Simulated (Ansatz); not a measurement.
## Ge(111)/CdS(10-10) interface (64 atoms): repeated cells from small to large

Aim: repeat one cell of Ge(111)/CdS(10-10) interface (64 atoms) to ever larger supercells at Γ and follow error, time and memory.

Program: Ansatz 0.2.0. Level of theory: Kohn-Sham DFT, PBE, PAW (set soft_2), plane waves. Results are calculated unless marked as measured.

## 1. The starting structure

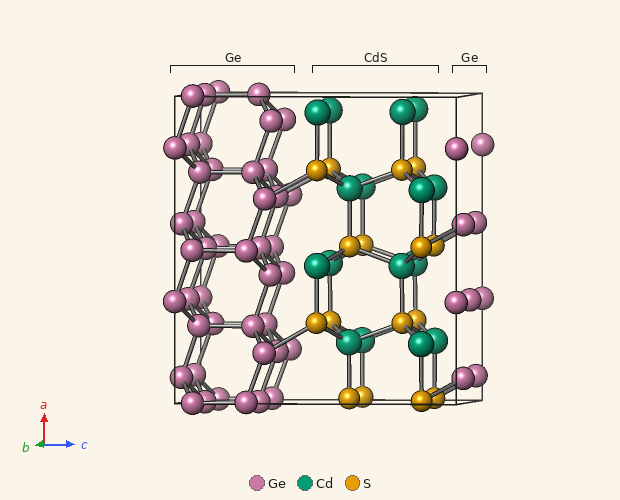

Start, viewed from the side, with the c axis across the page; germanium pink, cadmium teal, sulfur orange. Bonds to atoms that aren't drawn are left out. Some periodic images of atoms are drawn too.

The cell holds 64 atoms: 32 Ge, 16 Cd and 16 S. Its edges and angles: a = 13.859 Å, b = 8.002 Å, c = 12.840 Å, α = 90.0°, β = 90.0°, γ = 90.0°. It derives from Ge and CdS. Diamond-structure Ge(111), 2 repeat layers, 8 surface cells, strained -0.00 and -0.00 %; wurtzite CdS(10-10), 2 layers, 4 cells, +3.21 and -3.27 %; outer planes 2.28 Å apart and 1.7 Å at the second interface of the periodic stack; not relaxed, displaced by a Gaussian of 0.02 Å. Regions: Ge, 32 atoms (32 Ge); CdS, 32 atoms (16 Cd and 16 S).

Before any run, some limits are plain. The host structure and its lattice constant were typed by rule, without a check against the phase diagram.

## 2. Plane waves, typed cell on a dense mesh

The typed cell on a k-mesh is the yardstick: it samples like Γ on the cell repeated as often as the mesh has points along each axis. Its own convergence isn't tested.

Input file input.yaml:

```yaml
crystal:
  lattice:
    - [13.8592, 0.0, 0.0]
    - [0.0, 8.0016, 0.0]
    - [0.0, 0.0, 12.84011]
  atoms:
    - { symbol: Ge, position: [0.0015, 0.99744, 0.06274] }
    - { symbol: Ge, position: [0.83712, 0.50125, 0.00248] }
    - { symbol: Ge, position: [0.91572, 0.24758, 0.31978] }
    - { symbol: Ge, position: [0.00456, 0.00261, 0.25339] }
    - { symbol: Ge, position: [0.49957, 0.99776, 0.06106] }
    - { symbol: Ge, position: [0.33402, 0.49571, 0.00069] }
    - { symbol: Ge, position: [0.41612, 0.24734, 0.3163] }
    - { symbol: Ge, position: [0.49785, 0.99678, 0.25305] }
    - { symbol: Ge, position: [0.7505, 0.75134, 0.06592] }
    - { symbol: Ge, position: [0.58211, 0.25273, 0.99849] }
    - { symbol: Ge, position: [0.66768, 0.00254, 0.31883] }
    - { symbol: Ge, position: [0.75023, 0.75261, 0.25463] }
    - { symbol: Ge, position: [0.99925, 0.50283, 0.06086] }
    - { symbol: Ge, position: [0.83257, 0.00085, 0.0006] }
    - { symbol: Ge, position: [0.91791, 0.75045, 0.31903] }
    - { symbol: Ge, position: [0.00043, 0.49617, 0.25187] }
    - { symbol: Ge, position: [0.25045, 0.7524, 0.0626] }
    - { symbol: Ge, position: [0.08382, 0.24766, 0.0002] }
    - { symbol: Ge, position: [0.1652, 0.9951, 0.31657] }
    - { symbol: Ge, position: [0.24926, 0.75122, 0.25454] }
    - { symbol: Ge, position: [0.49929, 0.50075, 0.06426] }
    - { symbol: Ge, position: [0.3323, 0.99648, 0.9989] }
    - { symbol: Ge, position: [0.41643, 0.75303, 0.31595] }
    - { symbol: Ge, position: [0.50169, 0.50173, 0.25609] }
    - { symbol: Ge, position: [0.7522, 0.24755, 0.06268] }
    - { symbol: Ge, position: [0.58234, 0.7526, 0.00185] }
    - { symbol: Ge, position: [0.66854, 0.50396, 0.31688] }
    - { symbol: Ge, position: [0.75189, 0.25225, 0.25599] }
    - { symbol: Ge, position: [0.25067, 0.25217, 0.06634] }
    - { symbol: Ge, position: [0.08183, 0.74673, 0.00025] }
    - { symbol: Ge, position: [0.16441, 0.49949, 0.31663] }
    - { symbol: Ge, position: [0.24945, 0.25116, 0.25426] }
    - { symbol: Cd, position: [0.94806, 0.40673, 0.49481] }
    - { symbol: S, position: [0.01417, 0.65748, 0.5874] }
    - { symbol: Cd, position: [0.19689, 0.65788, 0.58668] }
    - { symbol: S, position: [0.26016, 0.4086, 0.49775] }
    - { symbol: Cd, position: [0.94725, 0.66005, 0.77737] }
    - { symbol: S, position: [0.01243, 0.40457, 0.86665] }
    - { symbol: Cd, position: [0.1991, 0.40755, 0.86901] }
    - { symbol: S, position: [0.26009, 0.65892, 0.77651] }
    - { symbol: Cd, position: [0.45079, 0.40426, 0.49512] }
    - { symbol: S, position: [0.50875, 0.65623, 0.58968] }
    - { symbol: Cd, position: [0.6979, 0.65787, 0.58941] }
    - { symbol: S, position: [0.75837, 0.41371, 0.49685] }
    - { symbol: Cd, position: [0.4459, 0.65326, 0.77359] }
    - { symbol: S, position: [0.50895, 0.40886, 0.86525] }
    - { symbol: Cd, position: [0.69781, 0.40254, 0.86614] }
    - { symbol: S, position: [0.7587, 0.65725, 0.77461] }
    - { symbol: Cd, position: [0.94785, 0.90743, 0.49854] }
    - { symbol: S, position: [0.0124, 0.16238, 0.58941] }
    - { symbol: Cd, position: [0.19663, 0.15532, 0.58681] }
    - { symbol: S, position: [0.26232, 0.90998, 0.4946] }
    - { symbol: Cd, position: [0.94976, 0.15784, 0.7755] }
    - { symbol: S, position: [0.0099, 0.9089, 0.86799] }
    - { symbol: Cd, position: [0.19496, 0.90752, 0.86585] }
    - { symbol: S, position: [0.26199, 0.15646, 0.77754] }
    - { symbol: Cd, position: [0.44827, 0.90204, 0.49618] }
    - { symbol: S, position: [0.50659, 0.16138, 0.59018] }
    - { symbol: Cd, position: [0.69662, 0.15351, 0.58863] }
    - { symbol: S, position: [0.75955, 0.91188, 0.49607] }
    - { symbol: Cd, position: [0.44768, 0.15797, 0.77393] }
    - { symbol: S, position: [0.51082, 0.90851, 0.86666] }
    - { symbol: Cd, position: [0.69653, 0.90418, 0.8678] }
    - { symbol: S, position: [0.75933, 0.15787, 0.77581] }
kpoints:
  mp_grid: { grid: [3, 4, 3] }
hamiltonian:
  xc: pbe
scf:
  occupations: { method: gaussian, width: 0.05 }
output:
  forces: true
  stress: true
  populations: true
  dos:
    method: { smearing: { sigma: 0.1 } }
    de: 0.1
    projected:
      site_lists:
        Cd: [Cd]
        Ge: [0, 1, 2, 3, 4, 5, 6, 7, 8, 9, 10, 11, 12, 13, 14, 15, 16, 17, 18, 19, 20, 21, 22, 23, 24, 25, 26, 27, 28, 29, 30, 31]
        S: [S]
        CdS: [32, 33, 34, 35, 36, 37, 38, 39, 40, 41, 42, 43, 44, 45, 46, 47, 48, 49, 50, 51, 52, 53, 54, 55, 56, 57, 58, 59, 60, 61, 62, 63]
  eigenvalues: true
```

Launch:

```sh
$ ansatz run input.yaml --threads 8 --pin off --max-ram 15872MiB --backend cpu --events-out ev --progress --plain --runs-dir out
```

Numbers of over 12 decimals in the logs are rounded to 6 here.

Output:

```text
Engine: ansatz 0.2.0, aarch64-unknown-linux-gnu
Pseudopotentials: kind: paw
Pseudopotential: Ge, paw, valence charge 14, recommended cutoff 420 eV (normal), Ge.paw.azcp
Pseudopotential: Cd, paw, valence charge 20, recommended cutoff 420 eV (normal), Cd.paw.azcp
Pseudopotential: S, paw, valence charge 6, recommended cutoff 420 eV (normal), S.paw.azcp
Functional definition: PBE
  parameter kappa = 0.804
  parameter beta = 0.066725
  exchange = pbe_x(kappa = kappa, mu = beta*pi^2/3)
  correlation = pbe_c(beta = beta)
Crystal: 64 atoms, lattice volume = 1423.914 Å³
Basis set: ecut = 420 eV, 27875 PW (Γ), exchange–correlation on 192×108×180 points (8 copies of the dense FFT grid, shifted against one another)
Bands: 519, of which v1, the nominal top of the filled ones, is band 432 counted from 1 (431 counted from 0)
Symmetry: 1 space group operations
Space group: P1 (ITA 1), of the structure as read, at distance tolerance 1.1e-4 Å
k-points: 19 of 36 (time reversal used)
Non-local potential: Ge, projectors of the file, l = 0: 2, l = 1: 2, l = 2: 3, l = 3: 1
Non-local potential: Cd, projectors of the file, l = 0: 3, l = 1: 2, l = 2: 2, l = 3: 1
Non-local potential: S, projectors of the file, l = 0: 2, l = 1: 2, l = 2: 2
PAW form: soft (Blöchl's): semilocal exchange-correlation on the pseudo side does not see the compensation charge
PAW one-centre angular grid: Ge, 590 points (default); XC on 64 Gauss nodes
PAW one-centre angular grid: Cd, 590 points (default); XC on 64 Gauss nodes
PAW one-centre angular grid: S, 110 points (default); XC on 64 Gauss nodes
Initial density: superposition of atomic densities (neutral atoms: chi_scale 0, normalization atom), corrected by the library's trained network
Initial wavefunctions: pseudopotential atomic-orbital guess
Functional: x = pbe(κ = 0.804, μ = 0.219515), c = pbe(β = 0.066725)
SCF iter   1: F=—  HF=-283942.832740 eV  |F-HF|=—  |Δ(HF+E_count)|=         —  Δρ=3.12e-3  dr2=5.27e-1  ethr=1.77e-3  ⟨swp⟩=5.9  Hψ=34349  notcnv=0  defer=56
preconditioner: auto → LDOS  [metal: Δε(μ)=0.013 eV  Ē_g=18.091 eV  σ=0.050 eV  W_gap=0.15  n_scr=382 (ndim 8)  ℏωp=26.7 eV  f_vac=0.072  D(μ)=11.71/eV (n_scr^D=42)  β→1.0]
SCF iter   2: F=—  HF=-283942.800770 eV  |F-HF|=—  |Δ(HF+E_count)|=   3.20e-2  Δρ=1.62e-3  dr2=1.92e-1  ethr=6.10e-5  ⟨swp⟩=2.0  Hψ=15458  notcnv=0  defer=1490
SCF iter   3: F=—  HF=-283942.773658 eV  |F-HF|=—  |Δ(HF+E_count)|=   2.71e-2  Δρ=4.85e-4  dr2=8.63e-3  ethr=2.22e-5  ⟨swp⟩=2.0  Hψ=12153  notcnv=0  defer=1490
SCF iter   4: F=—  HF=-283942.772094 eV  |F-HF|=—  |Δ(HF+E_count)|=   1.56e-3  Δρ=1.68e-4  dr2=7.46e-4  ethr=9.99e-7  ⟨swp⟩=2.0  Hψ=14992  notcnv=0  defer=1490
SCF iter   5: F=—  HF=-283942.771982 eV  |F-HF|=—  |Δ(HF+E_count)|=   1.11e-4  Δρ=4.94e-5  dr2=6.26e-5  ethr=8.64e-8  ⟨swp⟩=2.0  Hψ=14990  notcnv=0  defer=1490
SCF iter   6: F=—  HF=-283942.774116 eV  |F-HF|=—  |Δ(HF+E_count)|=   2.13e-3  Δρ=1.71e-5  dr2=6.52e-6  ethr=7.24e-9  ⟨swp⟩=2.0  Hψ=12948  notcnv=0  defer=1490
SCF iter   7: F=—  HF=-283942.774118 eV  |F-HF|=—  |Δ(HF+E_count)|=   2.48e-6  Δρ=6.08e-6  dr2=5.97e-7  ethr=7.55e-10  ⟨swp⟩=2.0  Hψ=14996  notcnv=0  defer=1490
SCF iter   8: F=-283942.774119 eV  HF=-283942.774119 eV  |F-HF|=2.25e-8  |Δ(HF+E_count)|=   4.06e-7  Δρ=1.96e-6  dr2=5.54e-8  ethr=1.16e-11  ⟨swp⟩=9.3  Hψ=46210  notcnv=0
SCF 1 converged in 8 iterations: F = -283942.774119 eV  dr2 = 5.54e-8
  greatest PAW one-centre occupation: 1.000 electrons in one spin orbital (limit 2), on the Cd atom at site 54 (counted from 0), in its partial waves of l = 0
SCF converged after 8 iterations
Free energy (F): -283942.774119 eV
Harris-Foulkes:  -283942.774119 eV  (|F-HF|=2.25e-8)
Internal energy: -283942.757811 eV  (E = F + TS)
E sigma→0 (E₀):  -283942.765965 eV
Entropy (-TS):   -0.016307 eV (-0.255 meV/atom)
Fermi energy:    9.276169 eV
--- Per-component energies (eV) ---
  E_band       = -12259.874438
  E_kinetic    = 13391.702801
  E_local      = -144768.763368  (includes V_loc(G=0)·N_el)
  E_nonlocal   = 14365.700164
  E_hartree    = 65230.960675
  E_xc         = -6820.967308
  E_vxc        = -7039.896045  (∫ρ·V_xc dr)
  E_paw        = -139538.959143  (= ΣΔE_a)
  E_vpaw       = -18670.553963  (= ΣTr[D̂ρ^β])
  E_aug_tail   = 0.010439  (compensation charges beyond the density's cutoff)
  E_ewald      = -85802.442070
  E_smearing   = -0.016307  (= −TS)
  E_closure    = -0.000000  (closes the sum)
  Σ components = -283942.774119   (vs F -283942.774119, Δ=0.00e0)
--- Forces (eV/Å), atoms counted from 1 ---
  atom   1  Ge    -0.23914364     0.01731682     0.98974857
  atom   2  Ge    -0.81699721     0.24321903    -0.07980774
  atom   3  Ge     0.47648115    -0.13043569    -0.28308290
  atom   4  Ge    -1.04283177     0.06432706     0.28438208
  atom   5  Ge    -0.04485642     0.35790804     1.08061064
  atom   6  Ge     0.10593301     0.70617958     0.30695730
  atom   7  Ge     0.14167934     0.12141604    -0.10561086
  atom   8  Ge     0.29699927     0.61778520     0.14689602
  atom   9  Ge     0.55213762    -0.38314244     0.53346818
  atom  10  Ge    -0.37449362    -0.69838866     1.74574445
  atom  11  Ge     0.29128667    -0.31912548     0.16936545
  atom  12  Ge     0.06449669     0.30898659     0.38750300
  atom  13  Ge     0.47947659    -0.62204000     1.23077929
  atom  14  Ge     0.39288491    -0.01471983     0.13440847
[...]
atom  63  Cd     0.47797279     0.50591223    -1.19422471
  atom  64  S      0.46887953    -0.24887244    -1.08955472
  max |Σ_I F_I| component: 3.54e-5 eV/Å
--- Stress (GPa, compression-positive) ---
        5.596917      -0.299852      -0.586604
       -0.299852       7.372498       0.296106
       -0.586604       0.296106       9.829848
  P = ⅓ Tr σ = 7.5998 GPa (75.998 kbar)
--- Band table (eV; the first three rows and the last of 19) ---
  k-point 0: bands = ["-94.0061", "-93.9903", "-93.9866", "-93.9837", [... 503 levels ...], "14.5517", "14.5935", "14.6312", "14.7204", "14.7969", "14.8260", "14.8452", "14.8901", "14.9914", "15.0014", "15.0076", "15.0391"]
[...]
--- Löwdin populations: 64 sites ---
  site symbol       q [e]
     0     Ge     13.8912
     1     Ge     14.2951
     2     Ge     14.2904
[...]
63      S      7.0067
  spilling = 0.004798 (of n_electrons = 864.000000)
```

The job ended after 10 min (8 threads of Arm Neoverse V2, shared host; peak memory 12 GiB).

The program notes that it cut back its work space to fit the memory limit.

Numbers from this run:

| Quantity | Value |
| --- | --- |
| free energy | -283942.7741 eV |
| free energy per atom | -4436.6058 eV/atom |
| SCF cycles | 8 |
| pressure | 7.6 GPa |
| r.m.s. force component | 0.5874 eV/Å |
| longest force | 1.917 eV/Å |
| Fermi energy | 9.276 eV |
| levels partly filled by over 2 per cent | 18 |
| spilling of the projection | 0.004798 |

The r.m.s. force component of 0.59 eV/Å sets the scale for the differences below.

## 3. Plane waves, 64 atoms

The typed cell is solved at Γ alone, the coarsest sampling of the series.

input.yaml, the sections that differ from step 2:

```yaml
kpoints:
  mp_grid: { grid: [1, 1, 1] }
output:
  forces: true
# crystal, hamiltonian, scf: as in step 2
```

Run time: 8.9 s. Hardware: 8 threads; peak memory 2.1 GiB.

It converged in 9 SCF cycles; the log is left out.

The energy lies 137 meV/atom above the dense-mesh reference.

## 4. Support functions, 64 atoms

The typed cell is solved at Γ alone, now in support functions.

This step: Kohn-Sham DFT, PBE, PAW (set soft_2), localised support functions (medium) (Ansatz 0.2.0).

input.yaml, as its differences from that of step 3:

```diff
@@ -13,2 +13,4 @@
   occupations: { method: gaussian, width: 0.05 }
+  eigensolver: { kind: { support_functions: { accuracy: medium } } }
+  max_iter: 150
 output:
```

The job ended after 68 s (8 threads; peak memory 3.5 GiB).

The program notes that the band table was not solved further than the SCF left it and it switched symmetry off.

It converged in 15 SCF cycles; the log is left out.

The energy lies 136 meV/atom above the dense-mesh reference, and 1.4 meV/atom below plane waves of the same size, an offset between the two bases that leaves the sampling error alike.

## 5. Plane waves, 128 atoms

The cell is repeated and solved at Γ in plane waves, whose cost grows towards the cube of the size.

This step: Kohn-Sham DFT, PBE, PAW (set soft_2), plane waves (Ansatz 0.2.0).

input.yaml, the sections that differ from step 4:

```yaml
crystal:
  lattice:
    - [13.8592, 0.0, 0.0]
    - [0.0, 8.0016, 0.0]
    - [0.0, 0.0, 12.84011]
  atoms:
    [... the 64 atom lines of step 2 ...]
  supercell: [1, 2, 1]
scf:
  occupations: { method: gaussian, width: 0.05 }
# kpoints, hamiltonian, output: as in step 4
```

Wall time 45 s (8 threads); peak memory 6.1 GiB.

The program repeats the typed cell 1×2×1 times, 128 atoms in all; totals in the log are those of the whole repeated cell, and force differences are taken after averaging over the copies of each atom.

It converged in 7 SCF cycles; the log is left out.

The energy lies 13.1 meV/atom above the dense-mesh reference.

## 6. Support functions, 128 atoms

The repeated cell is solved at Γ in support functions.

This step: Kohn-Sham DFT, PBE, PAW (set soft_2), localised support functions (medium) (Ansatz 0.2.0).

input.yaml, as its differences from that of step 5:

```diff
@@ -14,2 +14,5 @@
   occupations: { method: gaussian, width: 0.05 }
+  eigensolver: { kind: { support_functions: { accuracy: medium } } }
+  mixing: { beta: 0.4 }
+  max_iter: 150
 output:
```

Output:

```text
Warning: scf.eigensolver.kind.support_functions: disabling space-group detection — the functions' gradient is summed over unrotated k-points, so no spatial operation reduces the k-mesh or symmetrises the density; time reversal is kept, so that k and −k are solved as one point where they differ and the mesh holds both, and exact exchange and, on two spinor components, a DFT+U term hold to it where the run has them: [...]
settings of this run that can trade accuracy for cost: scf.eigensolver.kind.support_functions [...]
[...]
Crystal: 128 atoms, lattice volume = 2847.828 Å³
Basis set: ecut = 420 eV, 55737 PW (Γ), exchange–correlation on 192×216×180 points (8 copies of the dense FFT grid, shifted against one another)
Bands: 1037, of which v1, the nominal top of the filled ones, is band 864 counted from 1 (863 counted from 0)
Symmetry: 1 space group operations
k-points: 1
[...]
SCF iter   1: F=—  HF=-567853.219423 eV  |F-HF|=—  |Δ(HF+E_count)|=         —  Δρ=3.64e-2  dr2=5.20e1  ethr=1.00e-1
[...]
SCF iter  12: F=—  HF=-567883.992492 eV  |F-HF|=—  |Δ(HF+E_count)|=   3.12e-3  Δρ=1.23e-5  dr2=3.15e-6  ethr=7.08e-10  κ⁻¹=1.1e-6(r=7)
SCF iter  13: F=-567883.992493 eV  HF=-567883.992492 eV  |F-HF|=3.35e-7  |Δ(HF+E_count)|=   5.99e-7  Δρ=3.23e-6  dr2=4.00e-7  ethr=1.82e-10
SCF 1 converged in 13 iterations: F = -567884.047342 eV  dr2 = 4.00e-7
[...]
SCF converged after 13 iterations
Stability not checked: this state was not tested for a lower state beside it, because the mixer in use, unlike msr1, does not test its closes by its own steps (another_mixer; see scf.mixing.algorithm and scf.lower_state_search)
Free energy (F): -567884.047342 eV
[...]
Internal energy: -567884.032996 eV  (E = F + TS)
E sigma→0 (E₀):  -567884.040169 eV
Entropy (-TS):   -0.014346 eV (-0.112 meV/atom)
Fermi energy:    9.197883 eV
[...]
Σ components = -567884.047342   (vs F -567884.047342, Δ=0.00e0)
--- Forces (eV/Å), atoms counted from 1 ---
  atom   1  Ge    -0.38114394     0.14165068     1.00016533
  atom   2  Ge    -0.88503252     0.13272127     0.03325118
  atom   3  Ge     0.31707687    -0.08144374    -0.23717460
  atom   4  Ge    -0.92885229     0.09133299     0.21793577
  atom   5  Ge    -0.19990001     0.52468010     1.06473314
  atom   6  Ge     0.03817039     0.56686354     0.35570238
  [... forces on the other 122 atoms ...]
  max |Σ_I F_I| component: 1.68e-2 eV/Å
--- Band table (eV) ---
[... left out ...]
  guard bands above this table: 150 of the run's 1037 bands (output.publish_guard_bands: true publishes all)
[...]
```

Run time: 2 min. Hardware: 8 threads; peak memory 6.6 GiB; 16 min of CPU time.

The program repeats the typed cell 1×2×1 times, 128 atoms in all; totals in the log are those of the whole repeated cell, and force differences are taken after averaging over the copies of each atom.

The energy lies 11.7 meV/atom above the dense-mesh reference, and 1.4 meV/atom below plane waves of the same size, an offset between the two bases that leaves the sampling error alike.

## 7. Cost and error against size

Differences are against the typed cell on a 3×4×3 mesh, which samples like Γ on 2304 atoms (r.m.s. force component 0.587 eV/Å). Every repeated cell is solved at Γ, and forces are averaged over the copies of each atom. Hardware: 8 threads of Arm Neoverse V2, shared host.

```csv
atoms,repeats,basis,"Δ force, r.m.s. (meV/Å)",Δ energy (meV/atom),less plane waves of the same size (meV/atom),spread among copies (meV/Å),SCF cycles,time,host memory (GiB)
64,1×1×1,plane waves,232,137,-,-,9,8.9 s,2.1
64,1×1×1,support functions,232,136,-1.4,-,15,68 s,3.5
128,1×2×1,plane waves,84.7,13.1,-,0,7,45 s,6.1
128,1×2×1,support functions,84.8,11.7,-1.4,0,13,2 min,6.6
```

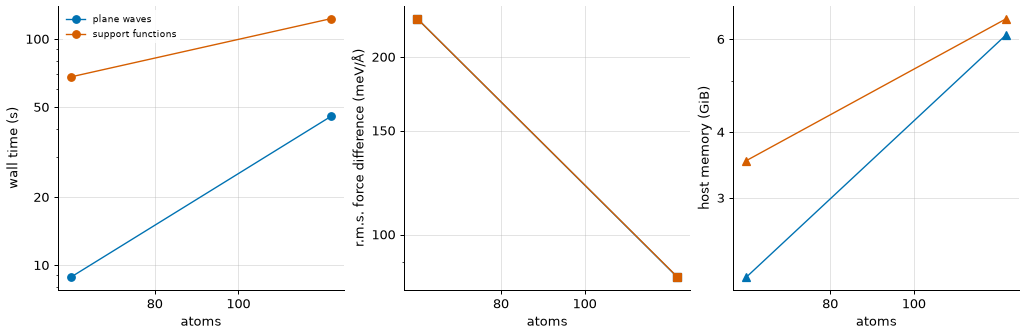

Time, error and memory against the number of atoms.

(Continued in part 2 of 2.)

[Logs are printed without paths, hosts, clocks, repeated set-up lines and the standing remarks that a program may print on its own settings, such as how far it seeks lower states.]

[Hosts, paths, dates, database ids (printed as entryN), source tags and the programs' standing remarks are cut or masked in the printed files.]
